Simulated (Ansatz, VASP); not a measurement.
**Al (Al(111)): VASP beside Ansatz**

One calculation is typed for both programs; each brings its own data sets and cutoff. How far apart do they land?

Method: plane waves, with VASP 6.6.1 beside it; single point at PBE, in Ansatz 0.2.0.

## 1. Starting point

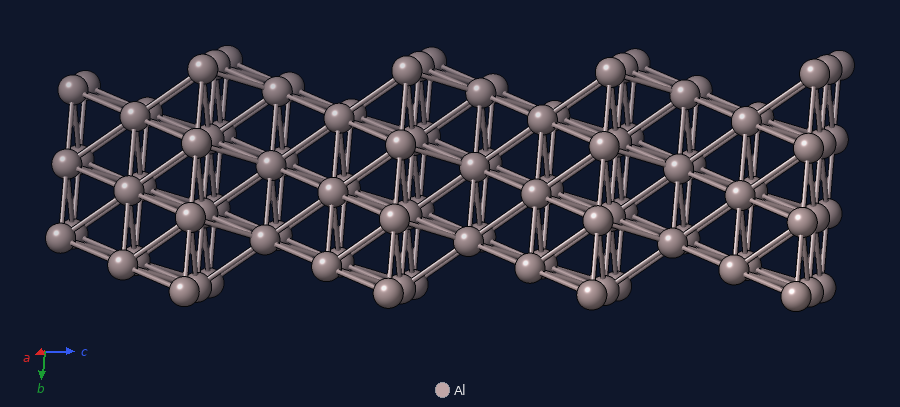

The cell as given, from the side, with the c axis across the page (aluminium light grey). 2×3×1 cells are drawn. Some periodic images of atoms are drawn too.

The cell holds 12 atoms: 12 Al. Cell: a = 2.856 Å, b = 2.856 Å, c = 40.655 Å, α = 90.0°, β = 90.0°, γ = 60.0°. It derives from Al. As first built, before any earlier steps moved the atoms: 12 layers of fcc Al, cut at this functional's lattice. Vacuum lies along c.

## 2. Ansatz: single point, PBE

Ansatz runs on its default PAW (the set named soft_2) files.

A single point gives forces, pressure and levels at one fixed geometry, so differences don't come from the geometry; what else differs is listed under the comparison.

The input, input.yaml:

```yaml
crystal:
  lattice:
    - [2.8564818028, 0.0, 0.0]
    - [1.4282409014, 2.4737858067, 0.0]
    - [0.0, 0.0, 40.6553838802]
  atoms:
    - { symbol: Al, position: [0.33333333, 0.33333333, 0.1806348564] }
    - { symbol: Al, position: [0.66666667, 0.66666667, 0.2389775143] }
    - { symbol: Al, position: [0.0, 0.0, 0.2968027624] }
    - { symbol: Al, position: [0.33333333, 0.33333333, 0.3550823629] }
    - { symbol: Al, position: [0.66666667, 0.66666667, 0.4131919738] }
    - { symbol: Al, position: [0.0, 0.0, 0.4710759027] }
    - { symbol: Al, position: [0.33333333, 0.33333333, 0.5289240973] }
    - { symbol: Al, position: [0.66666667, 0.66666667, 0.5868080262] }
    - { symbol: Al, position: [0.0, 0.0, 0.6449176371] }
    - { symbol: Al, position: [0.33333333, 0.33333333, 0.7031972376] }
    - { symbol: Al, position: [0.66666667, 0.66666667, 0.7610224857] }
    - { symbol: Al, position: [0.0, 0.0, 0.8193651436] }
hamiltonian:
  xc: pbe
  pseudopotentials: { kind: paw }
kpoints:
  mp_grid: { grid: [15, 15, 1] }
scf:
  occupations: { method: methfessel_paxton, width: 0.15 }
  n_extra_bands: 7
efield:
  axis: 3
  dipole_correction: true
  ramp_width: 0.04
output:
  forces: true
  eigenvalues: true
```

Launch:

```sh
$ ansatz run input.yaml --threads 4 --pin off --max-ram 9216MiB --backend cpu --events-out ev --progress --plain --runs-dir out
```

Numbers of over 12 decimals in the logs are rounded to 6 here.

What it wrote:

```text
scf.n_extra_bands = 7 over 18 filled bands (N_el = 36.0): the run solves 25 bands
Engine: ansatz 0.2.0, aarch64-unknown-linux-gnu
Pseudopotentials: kind: paw
Pseudopotential: Al, paw, valence charge 3, recommended cutoff 420 eV (normal), Al.paw.azcp
Functional definition: PBE
  parameter kappa = 0.804
  parameter beta = 0.066725
  exchange = pbe_x(kappa = kappa, mu = beta*pi^2/3)
  correlation = pbe_c(beta = beta)
Crystal: 12 atoms, lattice volume = 287.284 Å³
Basis set: ecut = 420 eV, 5655 PW (Γ), exchange–correlation on 40×40×576 points (8 copies of the dense FFT grid, shifted against one another)
Bands: 25, of which v1, the nominal top of the filled ones, is band 18 counted from 1 (17 counted from 0)
Symmetry: 6 space group operations
k-points: 27 of 225 (time reversal used)
Non-local potential: Al, projectors of the file, l = 0: 2, l = 1: 2, l = 2: 1
PAW form: soft (Blöchl's): semilocal exchange-correlation on the pseudo side does not see the compensation charge
PAW one-centre angular grid: Al, 110 points (default); XC on 64 Gauss nodes
Initial density: superposition of atomic densities (neutral atoms: chi_scale 0, normalization atom), corrected by the library's trained network
Initial wavefunctions: pseudopotential atomic-orbital guess
Functional: x = pbe(κ = 0.804, μ = 0.219515), c = pbe(β = 0.066725)
SCF iter   1: F=—  HF=-6449.318116 eV  |F-HF|=—  |Δ(HF+E_count)|=         —  Δρ=9.96e-4  dr2=8.30e-2  ethr=1.77e-3  p=0.000 e·Å  D=4.66e-14 V/Å  ΔV_dip=-0.00 eV  dr2_dipole=4.10e-7  V_vac-E_F(+/−)=3.94/3.94 eV  ⟨swp⟩=11.6  Hψ=4955  notcnv=0
efield: sawtooth ramp at fractional position 0.9800 (placed from the atoms, in the widest stretch of the axis that holds none; the zero of the levels goes with the place), width 0.0400; the density the first Hamiltonian is built on has a dipole p = 0.000 e·Å; the dipole correction subtracts the counter field D = 4.66e-14 V/Å, which shifts the + side's vacuum level by -0.00 eV against the − side's; the planar-averaged density in the ramp window peaks in size at 6.5e-5 e/Å³
preconditioner: auto → LDOS  [metal: Δε(μ)=0.036 eV  Ē_g=6.339 eV  σ=0.150 eV  W_gap=0.20  n_scr=24 (ndim 8)  ℏωp=13.1 eV  f_vac=0.252  D(μ)=3.62/eV (n_scr^D=18)  β→1.0]
SCF iter   2: F=—  HF=-6449.317900 eV  |F-HF|=—  |Δ(HF+E_count)|=   2.16e-4  S|Δr|=    0.00e0  Δρ=3.08e-4  dr2=9.80e-3  ethr=2.31e-4  p=-0.000 e·Å  D=-4.40e-6 V/Å  ΔV_dip=0.00 eV  dr2_dipole=5.58e-7  V_vac-E_F(+/−)=4.08/4.08 eV  ⟨swp⟩=1.3  Hψ=930  notcnv=0  defer=11
SCF iter   3: F=—  HF=-6449.317701 eV  |F-HF|=—  |Δ(HF+E_count)|=   1.99e-4  S|Δr|=    0.00e0  Δρ=6.97e-5  dr2=1.08e-4  ethr=2.72e-5  p=-0.000 e·Å  D=-3.12e-6 V/Å  ΔV_dip=0.00 eV  dr2_dipole=9.67e-10  V_vac-E_F(+/−)=4.08/4.08 eV  ⟨swp⟩=1.8  Hψ=854  notcnv=0  defer=11
SCF iter   4: F=—  HF=-6449.317720 eV  |F-HF|=—  |Δ(HF+E_count)|=   1.91e-5  S|Δr|=    0.00e0  Δρ=2.00e-5  dr2=2.09e-6  ethr=3.00e-7  p=-0.000 e·Å  D=-7.96e-7 V/Å  ΔV_dip=0.00 eV  dr2_dipole=5.13e-11  V_vac-E_F(+/−)=4.08/4.08 eV  ⟨swp⟩=2.8  Hψ=1271  notcnv=0  defer=11
SCF iter   5: F=—  HF=-6449.317770 eV  |F-HF|=—  |Δ(HF+E_count)|=   4.93e-5  S|Δr|=    0.00e0  Δρ=6.43e-6  dr2=6.67e-7  ethr=2.78e-10  p=0.000 e·Å  D=7.54e-7 V/Å  ΔV_dip=-0.00 eV  dr2_dipole=1.40e-8  V_vac-E_F(+/−)=4.08/4.08 eV  ⟨swp⟩=16.3  Hψ=4896  notcnv=0
SCF iter   6: F=-6449.317770 eV  HF=-6449.317770 eV  |F-HF|=1.84e-8  |Δ(HF+E_count)|=   6.09e-8  S|Δr|=    0.00e0  Δρ=2.10e-6  dr2=6.30e-8  ethr=2.78e-10  p=0.000 e·Å  D=2.33e-7 V/Å  ΔV_dip=-0.00 eV  dr2_dipole=7.50e-10  V_vac-E_F(+/−)=4.08/4.08 eV  ⟨swp⟩=5.3  Hψ=3080  notcnv=0
SCF 1 converged in 6 iterations: F = -6449.317770 eV  dr2 = 6.30e-8
  greatest PAW one-centre occupation: 0.463 electrons in one spin orbital (limit 2), on the Al atom at site 0 (counted from 0), in its partial waves of l = 0
SCF converged after 6 iterations
Stability not checked: this state was not tested for a lower state beside it, because cold or Methfessel-Paxton smearing, or corrected tetrahedra, fill the levels in a way that the test cannot read (fill_not_monotonic; see scf.lower_state_search)
Free energy (F): -6449.317770 eV
Harris-Foulkes:  -6449.317770 eV  (|F-HF|=1.84e-8)
Internal energy: -6449.325469 eV  (E = F + TS)
E sigma→0 (E₀):  -6449.319695 eV
Entropy (-TS):   0.007699 eV (0.642 meV/atom)
Fermi energy:    4.253820 eV
Dipole field:    D = 0.000031 V/Å  (p = 0.000049 e·Å, saw-weighted, corrected)
Work function:   Φ+ = 4.0825 eV   Φ− = 4.0838 eV
Levels:          The Fermi level and band energies are counted from a zero that moves with the ramp; work functions are not
--- Per-component energies (eV) ---
  E_band       = -2.428712
  E_kinetic    = 267.695591
  E_local      = -10284.553057  (includes V_loc(G=0)·N_el)
  E_nonlocal   = 123.952611
  E_hartree    = 5138.835367
  E_xc         = -473.852476
  E_vxc        = -343.556780  (∫ρ·V_xc dr)
  E_paw        = -5607.683229  (= ΣΔE_a)
  E_vpaw       = -43.631574  (= ΣTr[D̂ρ^β])
  E_aug_tail   = -0.000026  (compensation charges beyond the density's cutoff)
  E_efield     = 0.000000  (sawtooth field / dipole correction)
  E_vefield    = 0.000000  (∫n·V_field dr)
  E_ewald      = 4386.279750
  E_smearing   = 0.007699  (= −TS)
  E_closure    = 0.000000  (closes the sum)
  Σ components = -6449.317770   (vs F -6449.317770, Δ=0.00e0)
--- Forces (eV/Å), atoms counted from 1 ---
  atom   1  Al     0.00000000     0.00000000     0.00357060
  atom   2  Al     0.00000000    -0.00000000    -0.00322313
  atom   3  Al     0.00000000     0.00000000     0.00041143
  atom   4  Al     0.00000000     0.00000000     0.00577064
  atom   5  Al    -0.00000000     0.00000000    -0.00731130
  atom   6  Al     0.00000000     0.00000000    -0.00751802
  atom   7  Al     0.00000000    -0.00000000     0.00751992
  atom   8  Al     0.00000000     0.00000000     0.00731343
  atom   9  Al     0.00000000     0.00000000    -0.00577395
  atom  10  Al    -0.00000000     0.00000000    -0.00041288
  atom  11  Al     0.00000000    -0.00000000     0.00322131
  atom  12  Al     0.00000000     0.00000000    -0.00357253
  max |Σ_I F_I| component: 4.49e-6 eV/Å
--- Band table (eV; the first three rows and the last of 27) ---
  k-point 0: bands = [... 14 lower, 2.2577, 3.4047, 4.5711, 5.7302, 6.8176, 7.7202, 8.1070, 9.0521, ... 3 higher]
  k-point 1: bands = [... 14 lower, 2.3579, 3.5039, 4.6689, 5.8266, 6.9139, 7.8184, 8.2101, 9.1465, ... 3 higher]
  k-point 2: bands = [... 14 lower, 2.6572, 3.7989, 4.9585, 6.1097, 7.1928, 8.1006, 8.5126, 9.3943, ... 3 higher]
  k-point 26: bands = [... 14 lower, 2.0733, 2.3700, 2.4787, 2.4787, 2.7663, 2.9088, 2.9088, 3.0706, ... 3 higher]
```

Elapsed: 6.6 s, on 4 threads of Arm Neoverse V2, shared host; peak memory 0.6 GiB; 26 s of CPU time.

The column dr2 measures how far the density is from self-consistency, as an energy; F and HF (Harris–Foulkes) agree once it is small.

## 3. VASP: single point, PBE

The same cell, functional, mesh and smearing now go to VASP, with its own data sets and cutoff.

Lines of VASP's logs that name or quote its potential files are left out, and so is its time.

The input, INCAR:

```
SYSTEM = Al
PREC = Normal
ENCUT = 320
EDIFF = 1E-06
NELM = 120
ISMEAR = 1
SIGMA = 0.15
LREAL = .FALSE.
ALGO = Fast
GGA = PE
NBANDS = 30
LORBIT = 11
LWAVE = .FALSE.
LCHARG = .FALSE.
KPAR = 4
IDIPOL = 3
LDIPOL = .TRUE.
DIPOL = 0.5 0.5 0.5
LVHAR = .TRUE.
LVACPOTAV = .TRUE.
```

The input, POSCAR:

```
Al
1.0
    2.8564818028      0.0000000000      0.0000000000
    1.4282409014      2.4737858067      0.0000000000
    0.0000000000      0.0000000000     40.6553838802
Al
12
Direct
    0.3333333300      0.3333333300      0.1806348564
    0.6666666700      0.6666666700      0.2389775143
    0.0000000000      0.0000000000      0.2968027624
    0.3333333300      0.3333333300      0.3550823629
    0.6666666700      0.6666666700      0.4131919738
    0.0000000000      0.0000000000      0.4710759027
    0.3333333300      0.3333333300      0.5289240973
    0.6666666700      0.6666666700      0.5868080262
    0.0000000000      0.0000000000      0.6449176371
    0.3333333300      0.3333333300      0.7031972376
    0.6666666700      0.6666666700      0.7610224857
    0.0000000000      0.0000000000      0.8193651436
```

The input, KPOINTS:

```
Automatic mesh
0
Gamma
15 15 1
0 0 0
```

Potentials, in the order of the species: Al (PBE family, release 64).

Launch:

```sh
$ mpirun -np 4 vasp_std
```

What it wrote:

```text
[banner, memory and clock lines left out]
running    4 mpi-ranks, on    1 nodes
 distrk:  each k-point on    1 cores,    4 groups
 distr:  one band on    1 cores,    1 groups

 POSCAR found type information on POSCAR Al
 POSCAR found :  1 types and      12 ions
 LDA part: xc-table for (Slater+PW92), standard interpolation
 POSCAR, INCAR and KPOINTS ok, starting setup
 FFT: planning ... GRIDC
 FFT: planning ... GRID_SOFT
 FFT: planning ... GRID
 WAVECAR not read
 entering main loop
       N       E                     dE             d eps       ncg     rms          rms(c)
DAV:   1     0.459844701974E+02    0.45984E+02   -0.91639E+03  1676   0.626E+02
DAV:   2    -0.397462165806E+02   -0.85731E+02   -0.80235E+02  2092   0.116E+02
DAV:   3    -0.448981865508E+02   -0.51520E+01   -0.49479E+01  2344   0.254E+01
DAV:   4    -0.450552677730E+02   -0.15708E+00   -0.15607E+00  2496   0.490E+00
DAV:   5    -0.450600606295E+02   -0.47929E-02   -0.47893E-02  2458   0.857E-01    0.475E+00
RMM:   6    -0.519962509735E+02   -0.69362E+01   -0.11172E+01  2269   0.390E+00    0.622E+00
RMM:   7    -0.448665455396E+02    0.71297E+01   -0.14943E+00  2017   0.194E+00    0.300E+00
RMM:   8    -0.446080104223E+02    0.25854E+00   -0.13083E+00  2149   0.155E+00    0.187E+00
RMM:   9    -0.442205194306E+02    0.38749E+00   -0.27854E-01  2003   0.102E+00    0.451E-01
RMM:  10    -0.442163148203E+02    0.42046E-02   -0.66292E-02  2239   0.529E-01    0.258E-01
RMM:  11    -0.442141430834E+02    0.21717E-02   -0.54329E-03  2067   0.267E-01    0.795E-02
RMM:  12    -0.442133071915E+02    0.83589E-03   -0.19849E-03  2242   0.145E-01    0.588E-02
RMM:  13    -0.442130444818E+02    0.26271E-03   -0.90746E-04  2195   0.919E-02    0.226E-02
RMM:  14    -0.442131927381E+02   -0.14826E-03   -0.24739E-04  2351   0.514E-02    0.232E-02
RMM:  15    -0.442131822229E+02    0.10515E-04   -0.10120E-04  1961   0.301E-02    0.133E-02
RMM:  16    -0.442132961262E+02   -0.11390E-03   -0.28484E-05  1992   0.183E-02    0.540E-03
RMM:  17    -0.442133893154E+02   -0.93189E-04   -0.14054E-05  1876   0.119E-02    0.536E-03
RMM:  18    -0.442134646234E+02   -0.75308E-04   -0.62685E-06  1730   0.793E-03    0.353E-03
RMM:  19    -0.442135317545E+02   -0.67131E-04   -0.46798E-06  1663   0.607E-03    0.270E-03
RMM:  20    -0.442135739235E+02   -0.42169E-04   -0.24915E-06  1582   0.447E-03    0.130E-03
RMM:  21    -0.442135897391E+02   -0.15816E-04   -0.11096E-06  1445   0.306E-03    0.144E-03
RMM:  22    -0.442135936219E+02   -0.38828E-05   -0.31557E-07  1206   0.210E-03    0.106E-03
RMM:  23    -0.442135939995E+02   -0.37763E-06   -0.64348E-08   942   0.150E-03
|                                                                             |
|           W    W    AA    RRRRR   N    N  II  N    N   GGGG   !!!           |
|           W    W   A  A   R    R  NN   N  II  NN   N  G    G  !!!           |
|           W    W  A    A  R    R  N N  N  II  N N  N  G       !!!           |
|           W WW W  AAAAAA  RRRRR   N  N N  II  N  N N  G  GGG   !            |
|           WW  WW  A    A  R   R   N   NN  II  N   NN  G    G                |
|           W    W  A    A  R    R  N    N  II  N    N   GGGG   !!!           |
|                                                                             |
|     Did not find any points to average over, which means that no vacuum     |
|     field-free region was found. Please increase the size of  your cell     |
|     in the dimension of the dipole correction to obtain accurate            |
|     workfunction values.                                                    |
|                                                                             |

   1 F= -.44213594E+02 E0= -.44216162E+02  d E =0.770499E-02
```

[end of part 1 of 2]

[Lines on the potential files, build, host, timing and source positions are cut from VASP's logs without a mark.]

[Logs are printed without paths, hosts, clocks, repeated set-up lines and the standing remarks that a program may print on its own settings, such as how far it seeks lower states.]

[Hosts, paths, dates, database ids (printed as entryN), source tags and the programs' standing remarks are cut or masked in the printed files.]
